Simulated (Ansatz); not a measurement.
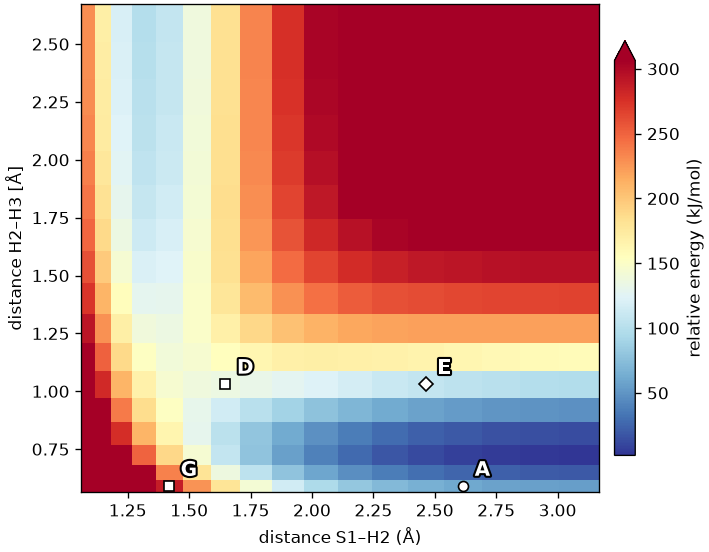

The system S + H₂, spin multiplicity 3. 
- Coordinates scanned: (1) distance S1–H2; (2) distance H2–H3.
- Nothing is relaxed (the angle S1–H2–H3 is fixed at 160 degrees).
- The scan uses a 17 × 17 grid.
- Points are written as (first, second).
- All energies are given in kJ/mol relative to S far from the relaxed HH (each part in its own basis).
- In part of the range the unrestricted reference is strongly spin-contaminated.
- Computed with Ansatz, UHF/aug-cc-pVTZ.

Drawn: one coloured cell a grid point, one colour for all values above the top of the scale, lettered points.

### Is D the lowest point of the computed grid?

No. D lies 133 kJ/mol above the lowest grid point, which is at (3.088 Å, 0.726 Å).

### Rank the lettered points by energy, lowest first.

A (60 kJ/mol), E (107 kJ/mol), D (135 kJ/mol), G (287 kJ/mol).

### What kind of point is each of D, E: minimum, saddle, maximum or slope?

D: on a slope; E: on a slope. (In these two coordinates alone; a stationary point may lie a little off the grid point.)
